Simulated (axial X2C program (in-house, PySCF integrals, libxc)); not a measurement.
# Relativistic diatomic calculation, with input and output: MnLi⁻

- system: MnLi⁻, single determinant with Ω = 5/2. The distance is the PBE0 minimum at charge −1.
- method: expectation values, HF and Kohn-Sham, two-component X2C with atomic mean-field Coulomb and Gaunt terms, Mn dyall-acv3z, Li dyall-av3z (cores contracted) (axial X2C program (in-house, PySCF integrals, libxc))

## The input
```
{"zs": [25, 3], "q": -1, "bas": ["dyall-acv3z", "dyall-av3z"], "r0": 2.52, "levels": ["PBE0", "HF", "TPSSh", "PBE50", "PBE"], "nst": 3}
```

The line is the task of a batch: nuclear charges, charge, bases, the levels to run, a first guess of the distance and further settings. This report covers the levels named above. The log is that of the reference distance, started from orbitals converged before.

Hardware: 1 thread of AMD EPYC (Zen 3), 16 GiB of memory available, shared host.

The run was one of a batch that the task file lists, launched with:
```bash
python <driver script> task.json out
```

## The program's output
```
two-component X2C + atomic mean field  PBE0
basis functions 175  fitting functions 875  grid points 5088
iter        total energy     max residual
   1      -1165.568054946     5.98e-06
   2      -1165.568054953     4.20e-06
   3      -1165.568054954     3.54e-06
converged
one-electron -1633.51670429  Coulomb 509.92444919  exact exchange -13.31284561  xc functional -40.98457597  nuclear repulsion 12.62350217  atomic mean-field constant -0.30188045
```

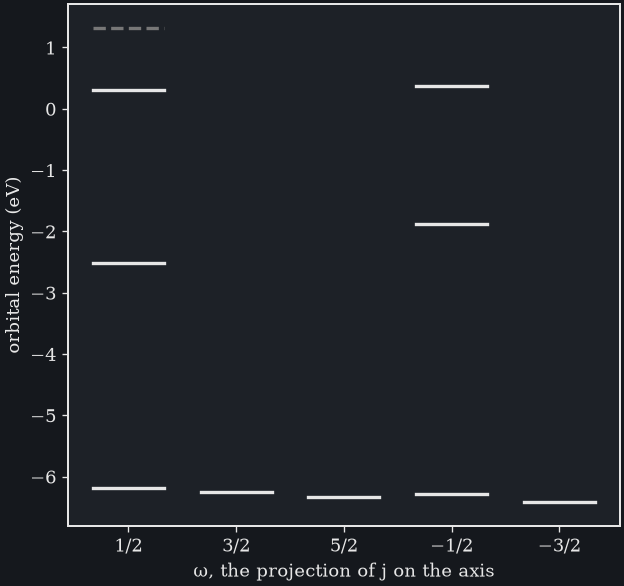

**Figure 1.** Orbital energies (PBE0) near the frontier at 3.14 Å, filled (solid) and empty (dashed). The highest filled spinor (−1/2; 55 % Mn p, 23 % Li s) lies at 0.37 eV, the lowest empty one (1/2; 89 % Li p, 7 % Li s) at 1.32 eV. A filled level above zero is held only by the finite basis .

## Outcome

```
   quantity             value
    outcome  HF not converged
  wall time              12 s
peak memory          0.34 GiB
```

## What went wrong

The SCF did not converge for HF; the log shown is that of a level that did.
